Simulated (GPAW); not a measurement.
## InSb3: optical spectrum from first principles

Aim: the dielectric function of InSb3, and the optical constants that follow from it.

Calculated with GPAW 26.7.0; DFT, PBE, plane-wave PAW (GPAW data sets), scalar-relativistic, RPA, optical limit.

**1. The starting structure**

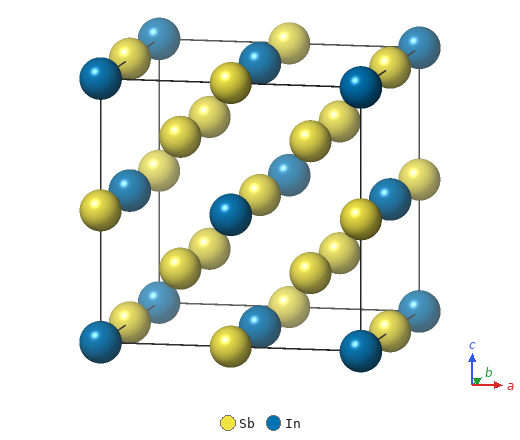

The starting structure, seen slightly off an axis (antimony yellow, indium blue). This picture shows the conventional cell, with its axes. Some periodic images of atoms are drawn too.

Coordinates:

```cif
data_structure
_symmetry_space_group_name_H-M 'P 1'
_symmetry_Int_Tables_number 1
_cell_length_a 5.3663
_cell_length_b 5.3663
_cell_length_c 5.3663
_cell_angle_alpha 60.000
_cell_angle_beta 60.000
_cell_angle_gamma 60.000
_cell_volume 109.27
loop_
_atom_site_label
_atom_site_type_symbol
_atom_site_fract_x
_atom_site_fract_y
_atom_site_fract_z
_atom_site_occupancy
Sb1 Sb 0.50000 0.50000 0.50000 1
Sb2 Sb 0.75000 0.75000 0.75000 1
Sb3 Sb 0.25000 0.25000 0.25000 1
In4 In 0.00000 0.00000 0.00000 1
```

**2. Ground state**

First the ground state: is it a metal or has it a gap?

This step: DFT, PBE, plane-wave PAW (GPAW data sets), scalar-relativistic, ground state (GPAW 26.7.0).

gs.py

```python
from ase import Atoms
from ase.dft.bandgap import bandgap
from gpaw import GPAW, PW, FermiDirac

atoms = Atoms(['Sb', 'Sb', 'Sb', 'In'],
              cell=[[0.000000000000, 3.794555000000, 3.794555000000],
                    [3.794555000000, 0.000000000000, 3.794555000000],
                    [3.794555000000, 3.794555000000, 0.000000000000]],
              scaled_positions=[[0.500000000000, 0.500000000000, 0.500000000000],
                                [0.750000000000, 0.750000000000, 0.750000000000],
                                [0.250000000000, 0.250000000000, 0.250000000000],
                                [0.000000000000, 0.000000000000, 0.000000000000]],
              pbc=[True, True, True])
atoms.calc = GPAW(mode=PW(400), xc='PBE', kpts={'size': (5, 5, 5), 'gamma': True},
                  occupations=FermiDirac(0.05), maxiter=150, txt='gs.txt')
print('energy (eV)', atoms.get_potential_energy())
print('Fermi level (eV)', atoms.calc.get_fermi_level())
print('valence electrons', atoms.calc.get_number_of_electrons())
print('gap (eV)', bandgap(atoms.calc, output=None)[0])
print('direct gap (eV)', bandgap(atoms.calc, direct=True, output=None)[0])
atoms.calc.write('gs.gpw')
```

On the command line:

```bash
> OMP_NUM_THREADS=1 python gs.py
```

Numbers of over 12 decimals in the logs are rounded to 6 here.

Log:

```text
__  _  _
 | _ |_)|_||  |
 |__||  | ||/\| - 26.7.0

Versions:
  Python: 3.12.14
  ASE:    3.29.0
  Numpy:  2.5.5
  Scipy:  1.18.1
  Libxc:  7.0.0

Input parameters:
  mode=PW(ecut=400.0),
  kpts=MonkhorstPack(size=(5, 5, 5), gamma=True),
  maxiter=150,
  occupations=Occupations(name='fermi-dirac', width=0.05, fixmagmom=False),
  xc=XC(name='PBE')

Diagonalizing LCAO Hamiltonian
Converting LCAO to pw mode

                         Sb

                   Sb

             Sb

       In

Atoms  # Å, Bohr magnetons
|   | symbol |        x |        y |        z |    initial magnetic moments |
| 0 |     Sb | 3.794555 | 3.794555 | 3.794555 | ( 0.0000,  0.0000,  0.0000) |
| 1 |     Sb | 5.691833 | 5.691833 | 5.691833 | ( 0.0000,  0.0000,  0.0000) |
| 2 |     Sb | 1.897277 | 1.897277 | 1.897277 | ( 0.0000,  0.0000,  0.0000) |
| 3 |     In | 0.000000 | 0.000000 | 0.000000 | ( 0.0000,  0.0000,  0.0000) |

Unit cell  # Å
| periodic |        x |        y |        z |  lengths |    angles |
|      yes | 0.000000 | 3.794555 | 3.794555 | 5.366311 | 60.000000 |
|      yes | 3.794555 | 0.000000 | 3.794555 | 5.366311 | 60.000000 |
|      yes | 3.794555 | 3.794555 | 0.000000 | 5.366311 | 60.000000 |

Number of symmetries: 48
Symmetry operations  # r_c * U_cc + t_c -> r_c
|    | kind |            matrix            |
|  0 |  σ   |  1, 0, 0,  1, 0,-1,  1,-1, 0 |
|  1 |  C2  |  1, 0, 0,  1,-1, 0,  1, 0,-1 |
|  2 |  E   |  1, 0, 0,  0, 1, 0,  0, 0, 1 |
|  3 |  σ   |  1, 0, 0,  0, 0, 1,  0, 1, 0 |
|  4 |  C4  |  1, 0,-1,  1, 0, 0,  1,-1, 0 |
|  5 |  S6  |  1, 0,-1,  1,-1, 0,  1, 0, 0 |
|  6 |  σ   |  1, 0,-1,  0, 1,-1,  0, 0,-1 |
|  7 |  C3  |  1, 0,-1,  0, 0,-1,  0, 1,-1 |
|  8 |  S6  |  1,-1, 0,  1, 0, 0,  1, 0,-1 |
|  9 |  C4  |  1,-1, 0,  1, 0,-1,  1, 0, 0 |
| 10 |  C3  |  1,-1, 0,  0,-1, 1,  0,-1, 0 |
| 11 |  σ   |  1,-1, 0,  0,-1, 0,  0,-1, 1 |
| 12 |  σ   |  0, 1, 0,  1, 0, 0,  0, 0, 1 |
| 13 |  C4  |  0, 1, 0,  0, 1,-1, -1, 1, 0 |
| 14 |  C3  |  0, 1, 0,  0, 0, 1,  1, 0, 0 |
| 15 |  S6  |  0, 1, 0, -1, 1, 0,  0, 1,-1 |
| 16 |  C2  |  0, 1,-1,  1, 0,-1,  0, 0,-1 |
| 17 |  σ   |  0, 1,-1,  0, 1, 0, -1, 1, 0 |
| 18 |  S4  |  0, 1,-1,  0, 0,-1,  1, 0,-1 |
| 19 |  C4  |  0, 1,-1, -1, 1, 0,  0, 1, 0 |
| 20 |  C3  |  0, 0, 1,  1, 0, 0,  0, 1, 0 |
| 21 |  σ   |  0, 0, 1,  0, 1, 0,  1, 0, 0 |
| 22 |  S6  |  0, 0, 1,  0,-1, 1, -1, 0, 1 |
| 23 |  C4  |  0, 0, 1, -1, 0, 1,  0,-1, 1 |
| 24 |  S4  |  0, 0,-1,  1, 0,-1,  0, 1,-1 |
| 25 |  C3  |  0, 0,-1,  0, 1,-1,  1, 0,-1 |
| 26 |  C2  |  0, 0,-1,  0,-1, 0, -1, 0, 0 |
| 27 |  S6  |  0, 0,-1, -1, 0, 0,  0,-1, 0 |
| 28 |  S4  |  0,-1, 1,  1,-1, 0,  0,-1, 0 |
| 29 |  C4  |  0,-1, 1,  0, 0, 1, -1, 0, 1 |
| 30 |  C2  |  0,-1, 1,  0,-1, 0,  1,-1, 0 |
| 31 |  σ   |  0,-1, 1, -1, 0, 1,  0, 0, 1 |
| 32 |  C3  |  0,-1, 0,  1,-1, 0,  0,-1, 1 |
| 33 |  S6  |  0,-1, 0,  0, 0,-1, -1, 0, 0 |
| 34 |  S4  |  0,-1, 0,  0,-1, 1,  1,-1, 0 |
| 35 |  C2  |  0,-1, 0, -1, 0, 0,  0, 0,-1 |
| 36 |  C2  | -1, 1, 0,  0, 1, 0,  0, 1,-1 |
| 37 |  S6  | -1, 1, 0,  0, 1,-1,  0, 1, 0 |
| 38 |  S4  | -1, 1, 0, -1, 0, 1, -1, 0, 0 |
| 39 |  C3  | -1, 1, 0, -1, 0, 0, -1, 0, 1 |
| 40 |  S6  | -1, 0, 1,  0, 0, 1,  0,-1, 1 |
| 41 |  C2  | -1, 0, 1,  0,-1, 1,  0, 0, 1 |
| 42 |  C3  | -1, 0, 1, -1, 1, 0, -1, 0, 0 |
| 43 |  S4  | -1, 0, 1, -1, 0, 0, -1, 1, 0 |
| 44 |  C2  | -1, 0, 0,  0, 0,-1,  0,-1, 0 |
| 45 |  i   | -1, 0, 0,  0,-1, 0,  0, 0,-1 |
| 46 |  σ   | -1, 0, 0, -1, 1, 0, -1, 0, 1 |
| 47 |  C2  | -1, 0, 0, -1, 0, 1, -1, 1, 0 |

BZ-sampling:
  Number of BZ points: 125
  Number of IBZ points: 10

  Monkhorst-Pack size: [5, 5, 5]
  Monkhorst-Pack shift: [0, 0, 0]

K-points  # in reciprocal-cell coordinates
|   |                                coordinates |     weight |
| 0 | (  0.00000000,   0.00000000,   0.00000000) | 0.00800000 |
| 1 | (  0.20000000,   0.20000000,   0.00000000) | 0.04800000 |
| 2 | (  0.20000000,   0.20000000,   0.20000000) | 0.06400000 |
| 3 | (  0.40000000,   0.20000000,  -0.20000000) | 0.19200000 |
| 4 | (  0.40000000,   0.20000000,   0.20000000) | 0.09600000 |
| 5 | (  0.40000000,   0.40000000,  -0.40000000) | 0.19200000 |
| 6 | (  0.40000000,   0.40000000,  -0.20000000) | 0.09600000 |
| 7 | (  0.40000000,   0.40000000,   0.00000000) | 0.04800000 |
| 8 | (  0.40000000,   0.40000000,   0.20000000) | 0.19200000 |
| 9 | (  0.40000000,   0.40000000,   0.40000000) | 0.06400000 |

Plane wave coefficients: 1996
Cutoff: 400.0 eV

Spin-components: 1 (collinear spins)
Bands:           36
Projectors:      24
Spin-degeneracy: 2
Datatype:        complex128

Parallelization:
  kpt:    1
  domain: 1
  band:   1

Density:
  Valence electrons: 58.0
  Components: 1
  Grid points: [25 25 25]
  Charge: 0.0  # |e|

Potential:
  Grid points: [25 25 25]

species:
  Sb:
    name:    Antimony
    id:
    Z:       51.0
    valence: 15
    core:    36
    charge:  0.0  # [|e|]
    compensation charges:
      type: gauss
      rc: 0.36  # [Å]
      lmax: 2
    cutoffs:
      filter: 2.23  # [Å]
      core: 2.23  # [Å]
    projectors
    | kind |    occ | energy [eV] | rcut [Å] |
    |   5s |  2.000 |     -12.815 |    1.154 |
    |   5p |  3.000 |      -4.830 |    1.233 |
    |   4d | 10.000 |     -33.514 |    1.196 |
    |    s |        |      14.396 |    1.154 |
    |    p |        |      22.381 |    1.233 |
    |    d |        |      -6.303 |    1.196 |

    Using partial waves for Sb as LCAO basis

  In:
    name:    Indium
    id:
    Z:       49.0
    valence: 13
    core:    36
    charge:  0.0  # [|e|]
    compensation charges:
      type: gauss
      rc: 0.36  # [Å]
      lmax: 2
    cutoffs:
      filter: 2.09  # [Å]
      core: 2.48  # [Å]
    projectors
    | kind |    occ | energy [eV] | rcut [Å] |
    |   5s |  2.000 |      -8.203 |    1.185 |
    |   5p |  1.000 |      -2.521 |    1.244 |
    |   4d | 10.000 |     -18.629 |    1.148 |
    |    s |        |      19.008 |    1.185 |
    |    p |        |      24.691 |    1.244 |
    |    d |        |       8.583 |    1.148 |

    Using partial waves for In as LCAO basis

Reference energy: -688820.094404  # eV

eigensolver:
  PPCG
  Converge bands: occupied
  niter=2

density mixing:
  MSR1-Mixer
  Pratt-step length: 0.05
  Maximum mixing coefficient: 0.75
  Old densities: 10
  SVD Regularization: 0.005
  Good broyden scale: 1.0
  Trust region scale: 1.0
  Backstep threshold: 4.0
  History deletion threshold: 6.0
  Fourier metric: weight=20.0, sigma=0.015

occupation numbers:
  Fermi-Dirac:
    width: 0.0500  # eV

poisson solver:
  ecut: 3200.0  # eV

xc functional:
  name: PBE with 2 nearest neighbor stencil

convergence criteria:
- Maximum [total energy] change in last 3 cyles: 0.0005 eV / valence electron
- Maximum integral of absolute [dens]ity change: 0.0001 electrons / valence electron
- Maximum integral of absolute [eigenst]ate change: 4e-08 eV^2 / valence electron
maximum number of iterations: 150

SCF iterations
|iter     |      energy | eigst |  dens |
|iter:   1||  -14.892540 | +0.28 |       |
|iter:   2||  -14.911489 | -1.98 | -1.76 |
|iter:   3||  -14.892233c| -2.31 | -1.79 |
|iter:   4||  -14.871766 | -3.00 | -2.23 |
|iter:   5||  -14.871302c| -4.22 | -2.63 |
|iter:   6||  -14.871650c| -4.87 | -3.01 |
|iter:   7||  -14.871650c| -5.84 | -3.61 |
|iter:   8||  -14.871669c| -6.63 | -4.06c|
|iter:   9||  -14.871669c| -7.99c| -4.77c|

Converged in 9 steps
SCF loop duration: 11.003 s (1.223 s/step)
Energy contributions relative to reference atoms: (reference = -688820.094404)

Energy contributions:
  Kinetic:          16.807345
  Coulomb:         -17.380955
  Zero:              1.010123
  External:          0.000000
  Xc:              -15.298514
  Entropy:          -0.019337
  Spinorbit:         0.000000
  ----------------------------
  Free energy:     -14.881338
  Extrapolated:    -14.871669

dipole moment: (-25.618721, -25.618721, -25.618721)  # |e|*Ang

Fermi level: 7.259
Eigenvalues  # (at kpt = [0.000, 0.000, 0.000])
| band index |      eig [eV] | occ [0-2] |
|          0 |       -21.784 |     2.000 |
|        ... |               |           |
|         25 |         5.084 |     2.000 |
|         26 |         5.180 |     2.000 |
|         27 |         5.180 |     2.000 |
|         28 |         5.180 |     2.000 |
|         29 |         5.284 |     2.000 |
|         30 |         6.880 |     1.999 |
|         31 |         6.880 |     1.999 |
|         32 |         6.880 |     1.999 |
|         33 |        14.254 |     0.000 |
|         34 |        14.254 |     0.000 |
|         35 |        14.254 |     0.000 |

No gap
No difference between direct/indirect transitions

--- standard output ---
energy (eV) -14.871669
Fermi level (eV) 7.259333
valence electrons 58.0
gap (eV) 0.0
direct gap (eV) 0.0
```

Wall time 14 s (1 thread of Intel Xeon Platinum 8259CL at 2.50GHz (Skylake/Cascade Lake), shared host); peak memory 0.17 GiB.

Numbers from this step:

| Property | Result |
| --- | --- |
| energy | -14.87 eV |
| Fermi energy | 7.259 eV |
| electrons | 58 |

There are states at the Fermi level within the smearing, so the occupations stay smeared and the carriers get a Drude term.

**3. Bands for the response**

At the fixed density, many empty bands are solved on the mesh of the response, since the spectrum sums over them.

This step: DFT, PBE, plane-wave PAW (GPAW data sets), scalar-relativistic, bands at fixed density (GPAW 26.7.0).

nscf.py

```python
from ase.dft.bandgap import bandgap
from gpaw import GPAW, FermiDirac

calc = GPAW('gs.gpw').fixed_density(kpts={'size': (8, 8, 8), 'gamma': True}, nbands=86, convergence={'bands': 80},
                                    occupations=FermiDirac(0.05), txt='nscf.txt')
print('gap (eV)', bandgap(calc, output=None)[0])
print('direct gap (eV)', bandgap(calc, direct=True, output=None)[0])
print('top band over the Fermi level (eV)', min(calc.get_eigenvalues(kpt=k)[79] for k in range(len(calc.get_ibz_k_points()))) - calc.get_fermi_level())
calc.write('full.gpw', mode='all')
```

On the command line:

```bash
> OMP_NUM_THREADS=1 python nscf.py
```

Log:

```text
Diagonalizing LCAO Hamiltonian
Converting LCAO to pw mode
convergence criteria:
- Maximum integral of absolute [eigenst]ate change: 4e-08 eV^2 / valence electron
maximum number of iterations: 150

SCF iterations
|iter     |      energy | eigst |  dens |
|iter:   1||             | +3.43 |       |
|iter:   2||             | +2.34 |       |
|iter:   3||             | +1.61 |       |
|iter:   4||             | +0.90 |       |
|iter:   5||             | +0.37 |       |
|iter:   6||             | -0.18 |       |
|iter:   7||             | -0.62 |       |
|iter:   8||             | -1.09 |       |
|iter:   9||             | -1.49 |       |
|iter:  10||             | -1.92 |       |
|iter:  11||             | -2.30 |       |
|iter:  12||             | -2.71 |       |
|iter:  13||             | -3.08 |       |
|iter:  14||             | -3.51 |       |
|iter:  15||             | -3.90 |       |
|iter:  16||             | -4.32 |       |
|iter:  17||             | -4.70 |       |
|iter:  18||             | -5.07 |       |
|iter:  19||             | -5.40 |       |
|iter:  20||             | -5.74 |       |
|iter:  21||             | -6.09 |       |
|iter:  22||             | -6.44 |       |
|iter:  23||             | -6.73 |       |
|iter:  24||             | -7.03 |       |
|iter:  25||             | -7.36 |       |
|iter:  26||             | -7.56c|       |
SCF steps: 26
  __  _  _
 | _ |_)|_||  |
 |__||  | ||/\| - 26.7.0

Versions:
  Python: 3.12.14
  ASE:    3.29.0
  Numpy:  2.5.5
  Scipy:  1.18.1
  Libxc:  7.0.0

Input parameters:
  mode=PW(ecut=400.0),
  convergence={'bands': 80},
  gpts=array([25, 25, 25]),
  kpts=MonkhorstPack(size=(8, 8, 8), gamma=True),
  maxiter=150,
  nbands=86,
  occupations=Occupations(name='fermi-dirac', width=0.05, fixmagmom=False),
  parallel={},
  xc=XC(name='PBE')

--- standard output ---
gap (eV) 0.0
direct gap (eV) 0.0
top band over the Fermi level (eV) 26.507519
```

The job ended after 2.7 min (1 thread; peak memory 0.26 GiB).

[end of part 1 of 2]

[Machine, clock and banner lines and Python warnings are left out of the logs.]

[Logs are printed without paths, hosts, clocks, repeated set-up lines and the standing remarks that a program may print on its own settings, such as how far it seeks lower states.]

[Hosts, paths, dates, database ids (printed as entryN), source tags and the programs' standing remarks are cut or masked in the printed files.]
